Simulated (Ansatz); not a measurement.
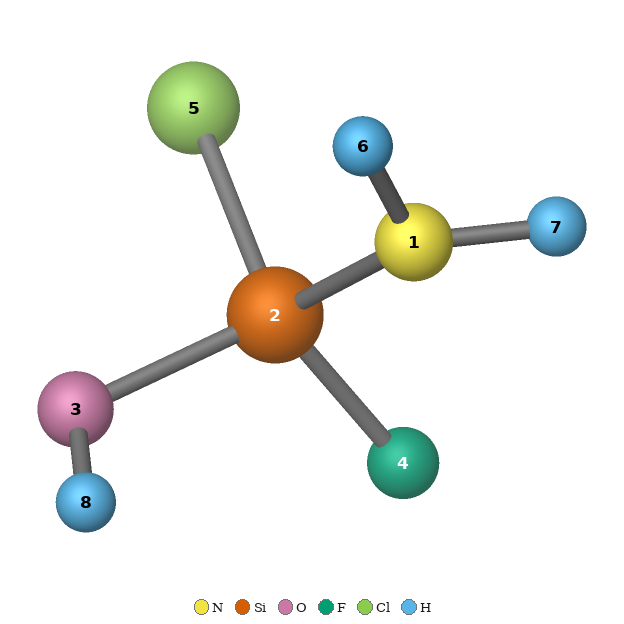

Numbered structure. Computed geometry: PBE0-D4/def2-TZVP optimisation. No frequency run is at hand to confirm it as a minimum.

Which atoms are bonded, and how long are the bonds?

```tsv
bond	length (Å)	order
N1–Si2	1.690	single
N1–H6	1.007	single
N1–H7	1.008	single
Si2–O3	1.621	single
Si2–F4	1.586	single
Si2–Cl5	2.035	single
O3–H8	0.959	single
```
